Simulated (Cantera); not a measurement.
Input: 1 mol MgO, 2 mol HCl, at 1.20 Torr.

Method: chemical equilibrium by Gibbs-energy minimisation in Cantera with the NASA 1993 tables (ideal gas, pure condensed phases). Candidate condensed phases: H₂O, Mg, MgCl₂, MgO, Mg(OH)₂; 22 gas species. Rates play no part.

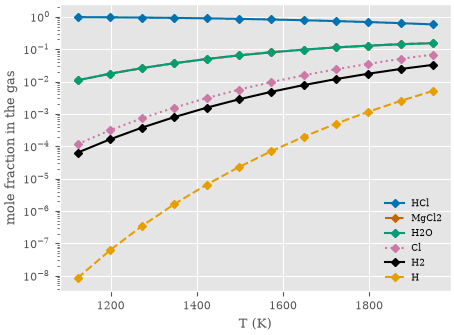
*Equilibrium gas composition (values under 1e-9 drawn at 1e-9)*

From 1123 K to 1948 K the condensed part is MgO(s). The main Mg-bearing gas is MgCl₂ throughout. The share of Mg in condensed phases is highest at 1123 K (97.8 %) and lowest at 1948 K (67.5 %).
